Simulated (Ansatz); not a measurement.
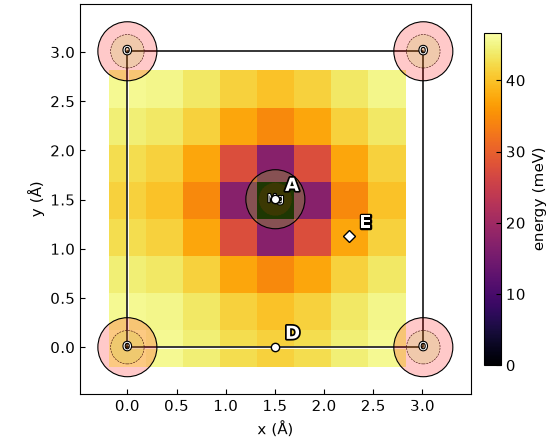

N₂ on a MgO(100) slab cut from the Fm-3m phase, its upper half relaxed before the scan (24 atoms of substrate and one adsorbate in a 2 × 2 cell). N2 is moved over the surface cell; relaxed at each place: the height of the adsorbate's atoms; substrate rigid; the origin of the map has the adsorbate above O21. Places are given modulo a cell vector. The map is drawn in real space over the plane of the surface. The grid has 8 × 8 points; 15 points were computed and 49 follow by symmetry. Places are given in fractions of the 1 × 1 surface cell. Energies: meV, counted from the lowest grid point. The calculation used DFT PBE, scalar-relativistic, plane waves, PAW in Ansatz 0.2.0. Settings: cutoff 420 eV, k-mesh 5×5×1, gaussian smearing 0.05 eV, no spin polarisation.

The picture shows one coloured cell a grid point, labelled circles for the atoms of the top layer and small ones for the second layer, the outline of one cell of the plane, lettered points.

Is E the lowest point of the computed grid?

Answer. No. E lies 37.4 meV above the lowest grid point, which is at the top site over a surface Mg atom, (4/8, 4/8) of the cell vectors.

What kind of point is each of A, D: minimum, saddle, maximum or slope?

Answer. A: minimum; D: saddle point. (In these two coordinates alone; a stationary point may lie a little off the grid point.)

Rank the lettered points by energy, lowest first.

Answer. A (0.0 meV), E (37.4 meV), D (41.5 meV).

PAW datasets: the set soft_1.
